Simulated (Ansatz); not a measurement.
**Ligand exchange: GeH2(CH3)Cl + C2H3F2I → GeH2(CH3)I + C2H3ClF2**

Species: GeH2(CH3)Cl, singlet; C2H3F2I `FCC(F)I`, singlet; GeH2(CH3)I, singlet; C2H3ClF2 `FCC(F)Cl`, singlet. The partners trade Cl for I: Ge–Cl and C–I bonds give way to Ge–I and C–Cl.

Shapes, held fixed at every level: PBE0-D4/def2-TZVP. Flexible molecules stand in one conformer, not always the lowest. Programs: Ansatz 0.2.0. The zero-point and thermal change to 298 K, harmonic and unscaled (PBE0-D4/def2-TZVP), is +1.0 kJ/mol.

```csv
level,kind,ΔH(298 K) (kJ/mol),less CCSD(T)/def2-TZVPP,CPU time (sum over the molecules)
r2SCAN-D4/def2-TZVPP,meta-GGA,-3.0,-2.2,48 s
B3LYP-D4/def2-TZVPP,global hybrid,-1.4,-0.6,45 s
PBE0-D4/def2-TZVPP,global hybrid,-7.1,-6.3,30 s
r2SCAN0-D4/def2-TZVPP,global hybrid,-7.3,-6.5,51 s
wB97X-V/def2-TZVPP,range-separated hybrid,-5.5,-4.7,74 s
CCSD/def2-TZVPP,coupled cluster or CI,-2.2,-1.4,–
CCSD(T)/def2-TZVPP,coupled cluster or CI,-0.8,0.0,20 min
```

The highest level, CCSD(T)/def2-TZVPP, gives ΔH(298 K) = -0.8 kJ/mol; the levels span -7.3 to -0.8. That is about zero within the method's error. The column of differences is taken from that level and isn't an error. No measured value is set beside it here. For atoms past krypton def2 sets carry core potentials with scalar relativity. Relativity is left out for Ge. Outer-core shells of Ge, I are correlated, in sets that cover them unevenly. Times are processor times on shared x86 and Arm servers, and rough.

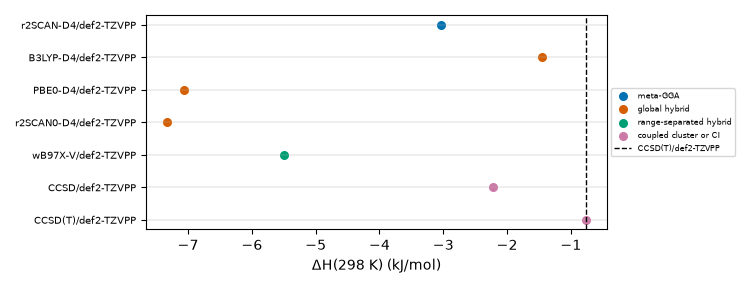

The values of the table, level by level.
